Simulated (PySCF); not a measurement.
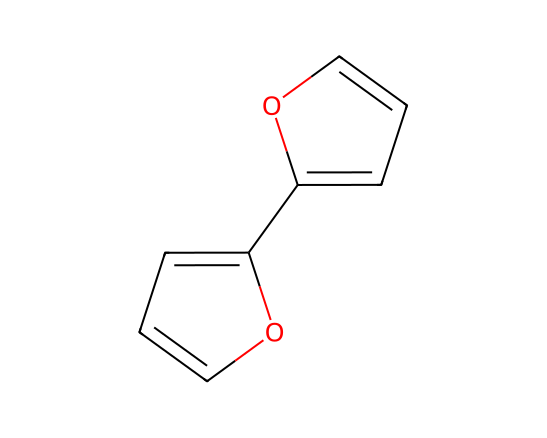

A structural formula.

Write the SMILES.

c1coc(-c2ccco2)c1

Give the formula, hydrogens included.

C8H6O2.

An optimisation with PBE0-D3(BJ)/def2-SVP gave a structure of which point group?

C2h. Other conformers may differ.

The parts below concern this one geometry. Atoms keep their numbers from picture to picture. The computed structure is the end point of a PBE0-D3(BJ)/def2-SVP optimisation. No frequency run is at hand to confirm it as a minimum.

### Geometry

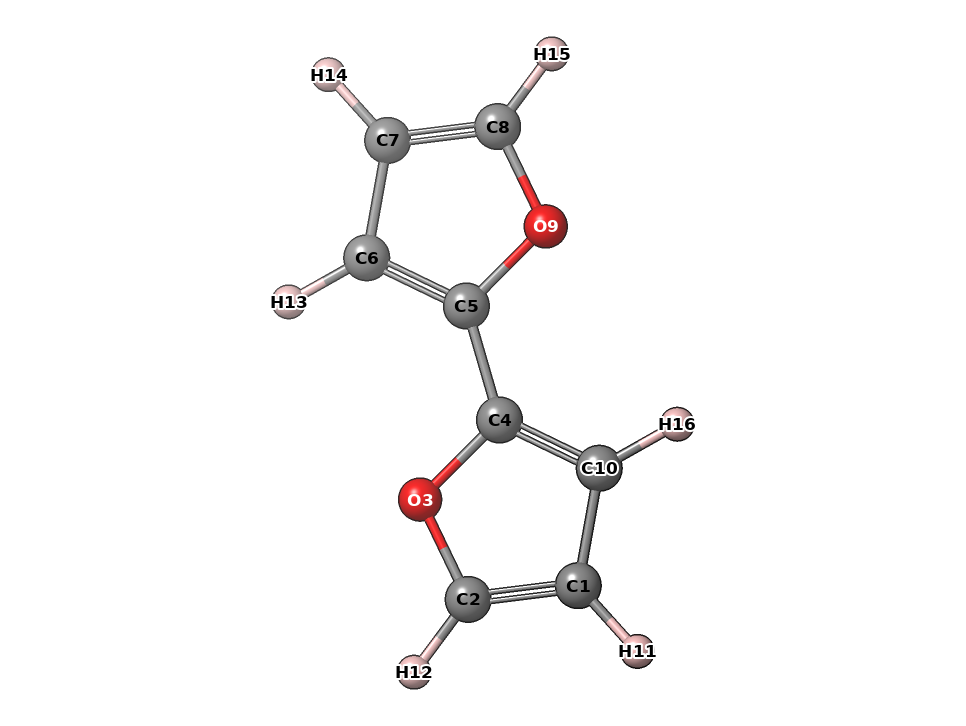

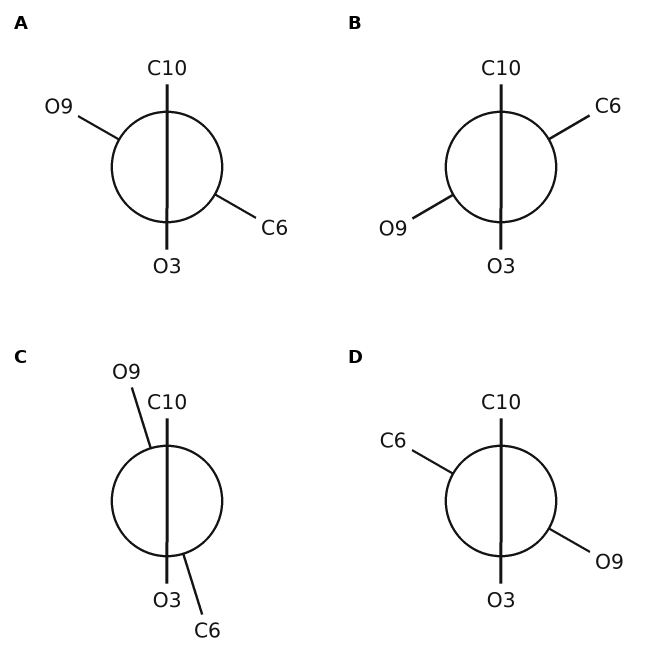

Atoms fade into the background with distance from the viewer. Bonds that would overlap in a projection are set slightly apart. No frequency run is at hand to confirm it as a minimum.

Which Newman projection shows the view along C4–C5, with C4 in front?

C. The torsion angle O3–C4–C5–O9 is 180°, antiperiplanar (anti).

### Excitation

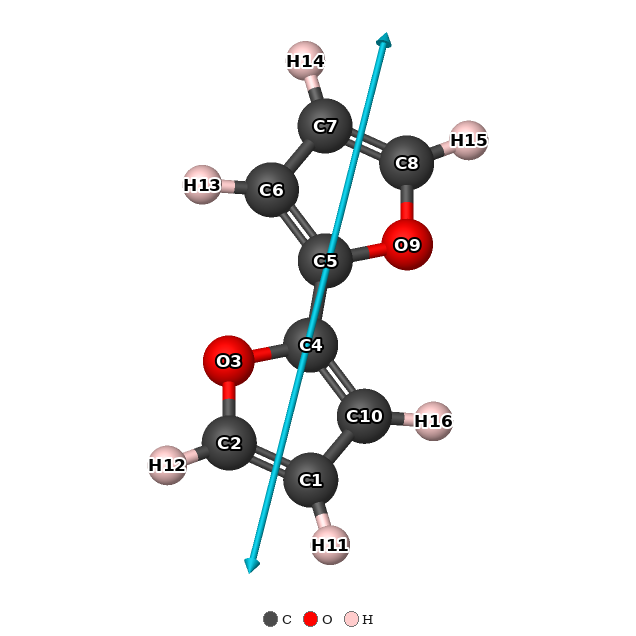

The double arrow shows the direction of the transition dipole to excited singlet state 1 (its length means nothing). No frequency run is at hand to confirm it as a minimum. Level of theory: TDDFT CAM-B3LYP/def2-SVPD, vertical, IEF-PCM acetone (non-equilibrium linear response), core orbitals frozen in the response (PySCF 2.14.0).

How is the transition polarised?

In the molecular plane, nearly parallel to the C4–C5 bond.

Where does the transition lie, and how strong is it?

4.48 eV (276 nm), oscillator strength 0.67, mainly HOMO → LUMO (weight 0.98); transition dipole 6.27 D.

### Ring current

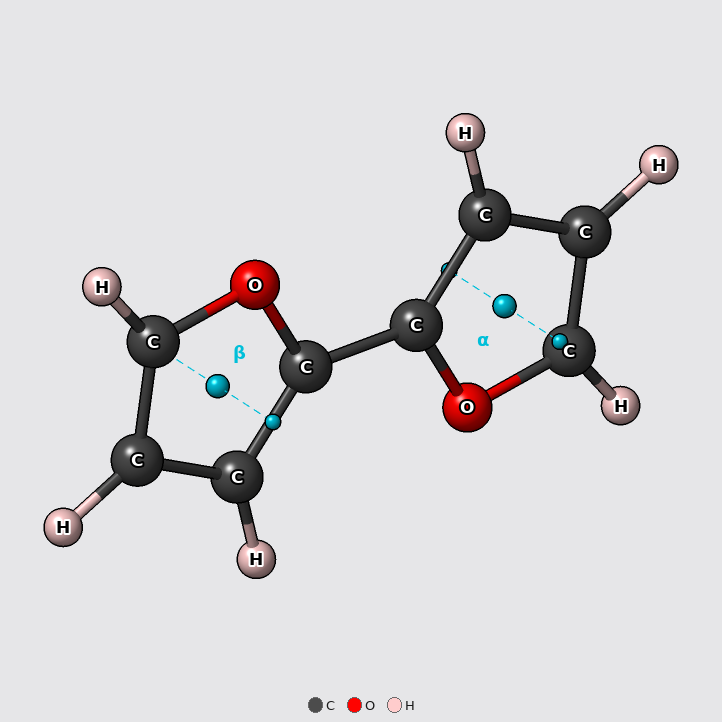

The small points mark where nucleus-independent chemical shifts (NICS) were computed: at the centre of each lettered ring and 1 Å above and below it. No frequency run is at hand to confirm it as a minimum. Properties computed with GIAO PBE0/pcSseg-1 NMR shielding, non-relativistic, IEF-PCM acetone (PySCF 2.14.0).

Give NICS(0), NICS(1) and the out-of-plane component NICS(1)zz for each ring (means of the two sides).

```tsv
ring	members	NICS(0)	NICS(1)	NICS(1)zz
α	C4O	−10.9	−9.6	−23.6
β	C4O	−10.9	−9.5	−23.6
```

Values in ppm.

What do the values say about the ring currents?

Ring α: diatropic, as in an aromatic ring. Ring β: diatropic, as in an aromatic ring. NICS is one index among several.

### Polarisability

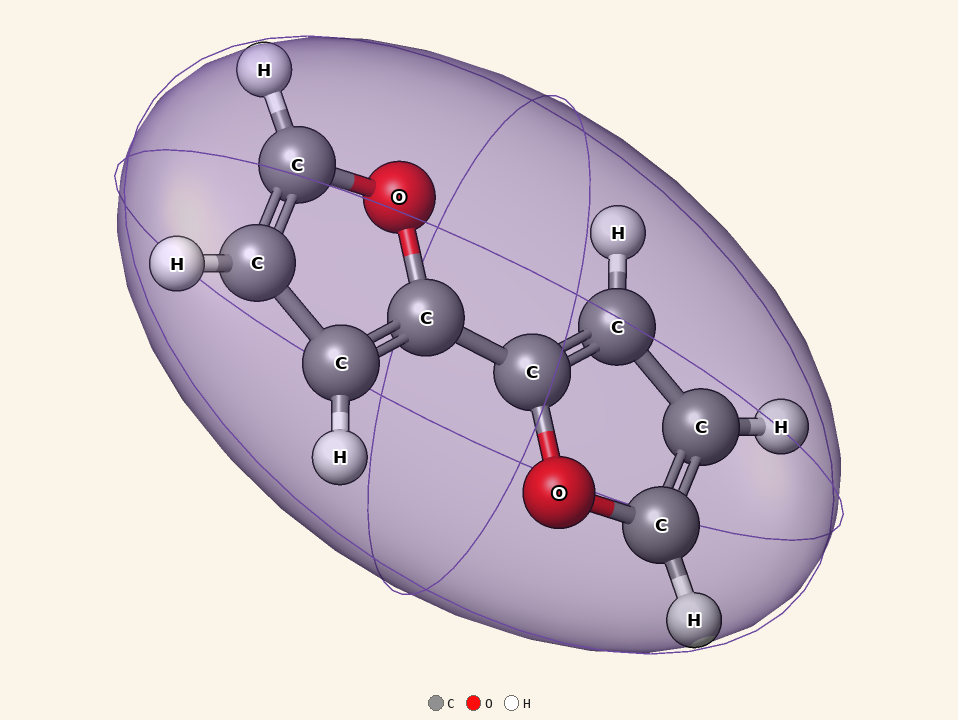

The ellipsoid shows the static dipole polarisability: its half-axes are proportional to the principal values. No frequency run is at hand to confirm it as a minimum. Method: CAM-B3LYP/def2-SVPD in acetone (IEF-PCM) (PySCF 2.14.0).

How large and how anisotropic is the polarisability?

Principal values 78.1, 134.2, 208.2 bohr³; mean 140.2 bohr³ (20.77 Å³); anisotropy 113.1 bohr³, so the longest axis is 2.67 times the shortest.
